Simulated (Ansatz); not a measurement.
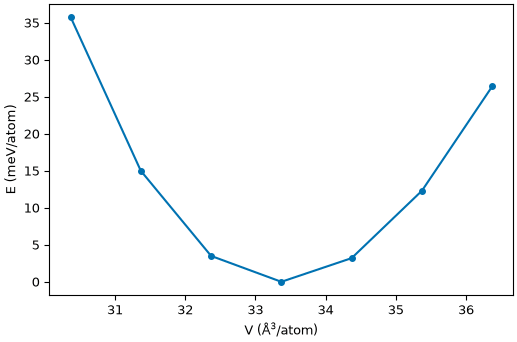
Figure: MgTe (zinc blende, space group No. 216) under volume change, plane-wave PAW PBEsol (Ansatz code), scaled uniformly.

Task: What does a third-order Birch–Murnaghan fit give for V₀, B₀ and B′?

Result: V₀ = 33.37 Å³/atom, B₀ = 36.2 GPa, B′ = 4.1.

Space group F-43m (zinc blende). The cell was relaxed with PBEsol under the symmetry of its start. Spin–orbit coupling is left out wherever it is not named.

Potentials: the later of the program's two PAW sets.
